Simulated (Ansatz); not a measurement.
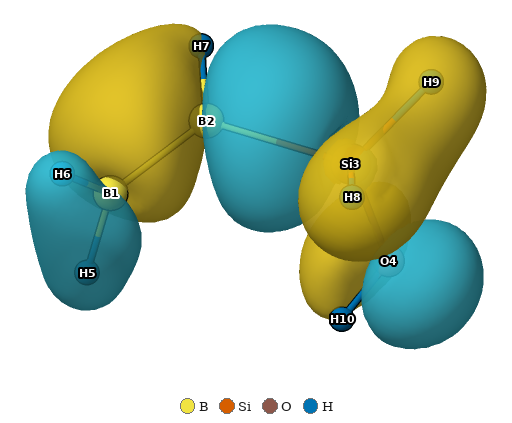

*B$_{2}$H$_{6}$OSi. The HOMO at ±0.08 Å⁻³ᐟ² (yellow and cyan are the two phases), seen across its widest extent.*

These are results of RKS PBE0-D4/cc-pVDZ in Ansatz 0.2.0, not measurements.

```csv
atom,x (Å),y (Å),z (Å)
B,-0.9992,1.5339,-0.2217
B,0.4991,0.9198,-0.1699
Si,0.6988,-0.9846,0.5459
O,0.2567,-2.0191,-0.7294
H,-1.7830,1.2999,-1.1177
H,-1.4315,2.1913,0.7018
H,1.5047,1.4607,-0.5674
H,-0.1417,-1.2251,1.7715
H,2.1096,-1.3671,0.8630
H,-0.6305,-1.8610,-1.0730
```

**Describe this orbital and give its energy.**

It lies mainly on B2 (about 30 %), Si3 (about 20 %), O4 (about 20 %) and B1 (about 15 %). Its energy is −7.62 eV.
